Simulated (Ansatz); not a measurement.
**H2O···H4OSi (SMILES O.[SiH3]O): density, localisation and related maps**

Input

```
crystal:
  periodic: [false, false, false]
  atoms:
    - {symbol: O, position_ang: [0.146578, -0.048808, -2.209191]}
    - {symbol: H, position_ang: [-0.751987, 0.033919, -2.537218]}
    - {symbol: H, position_ang: [0.429494, -0.939980, -2.427517]}
    - {symbol: Si, position_ang: [-0.083919, 0.055819, 1.545488]}
    - {symbol: O, position_ang: [0.695652, 0.892626, 0.376947]}
    - {symbol: H, position_ang: [0.278478, -1.392277, 1.541734]}
    - {symbol: H, position_ang: [0.309581, 0.649273, 2.846035]}
    - {symbol: H, position_ang: [-1.567805, 0.134483, 1.404380]}
    - {symbol: H, position_ang: [0.543929, 0.614844, -0.540560]}
basis:
  gaussian: {orbitals: "def2-TZVPPD.json"}
hamiltonian: {xc: pbe0, dispersion: d4}
output: {orbitals: {seedname: orbitals}}
```

Run with:

```sh
ansatz run in.yaml --threads 4 --pin off --events-out ev --progress --plain --max-ram 9574MiB
```

Geometry: PBE0-D4/def2-TZVP.

Level of theory: RKS PBE0-D4/def2-TZVPPD in Ansatz 0.2.0.

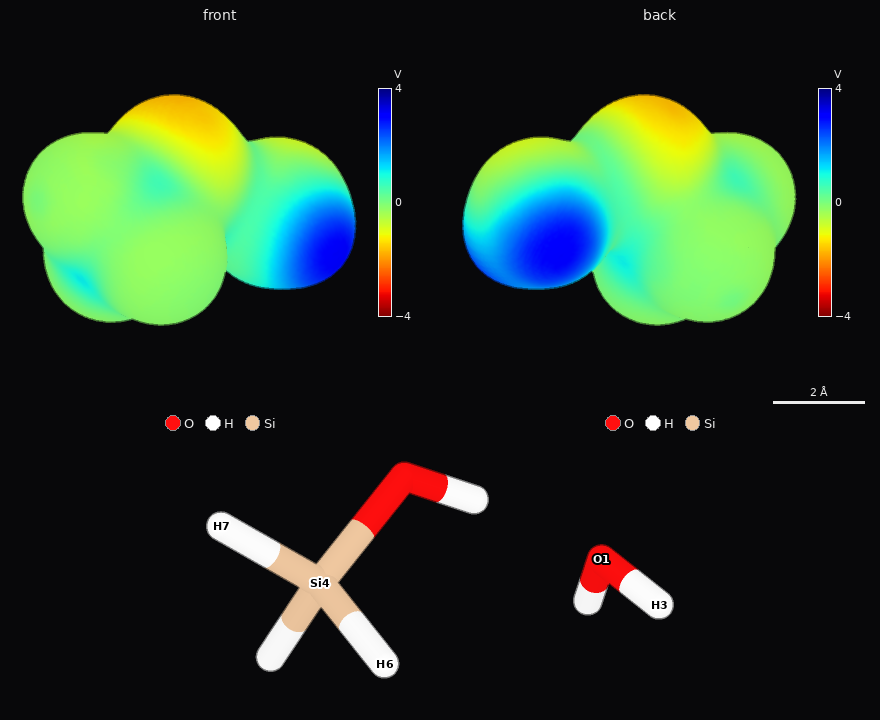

Figure 1. The molecular electrostatic potential painted on the density surface at 0.002 e/bohr³, seen from the front and from behind; red is negative and blue positive. The bare structure is drawn below in the same view.

Which sites attract a positive test charge, and which a negative one?

A positive charge is drawn to the negative regions and a negative charge to the positive ones. The most negative region (about −1.7 V, or −39 kcal/mol for a unit charge) lies over O5, the most positive (about +3.1 V, or +71 kcal/mol for a unit charge) over H2 and H3. O5 is the likeliest acceptor of a hydrogen bond.

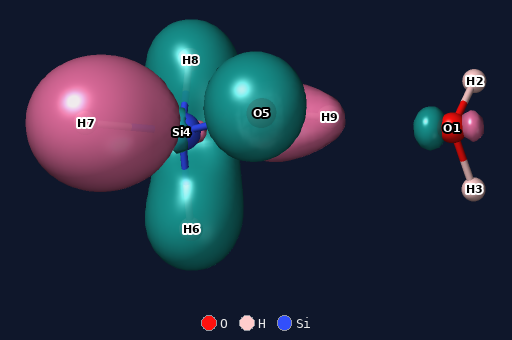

Figure 2. The HOMO−1 at ±0.15 Å⁻³ᐟ² (teal and pink are the two phases), seen from one side.

What is the character of this orbital?

By Hirshfeld shares it lies mainly on Si4 (about 30 %), O5 (about 25 %), H7 (about 25 %), H6 (about 10 %) and H8 (about 10 %). Its energy is −8.87 eV.

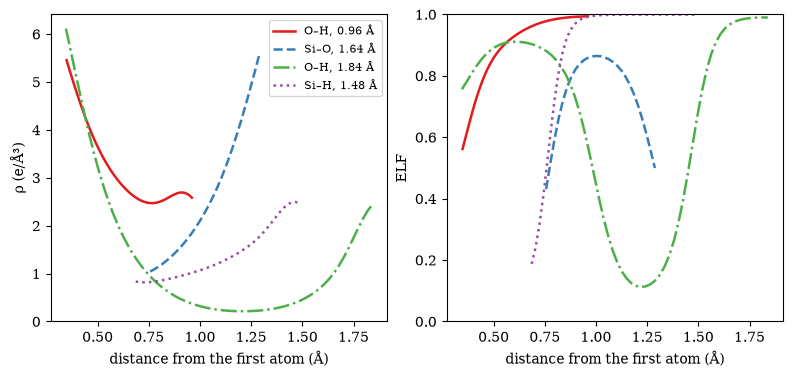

Figure 3. Total electron density and electron localisation function along straight lines between neighbouring atoms. The curves leave out the atomic cores.

What can be read from the curves?

O–H (0.96 Å): ρ at the midpoint is about 3.8 e/Å³; the ELF climbs to about 1 towards the hydrogen, as it does in any bond to H (a covalent bond by its length).
Si–O (1.64 Å): the density is about 1.2 e/Å³ at the midpoint; the ELF peaks at about 0.85 between the atoms (a shared but strongly polarised pair).
O1···H9 (1.84 Å): the density falls to about 0.21 e/Å³ on the way; the ELF dips to about 0.10 between them: a closed-shell contact with the geometry of a hydrogen bond.
Si–H (1.48 Å): the density is about 0.82 e/Å³ at the midpoint; the ELF climbs to about 1 towards the hydrogen.
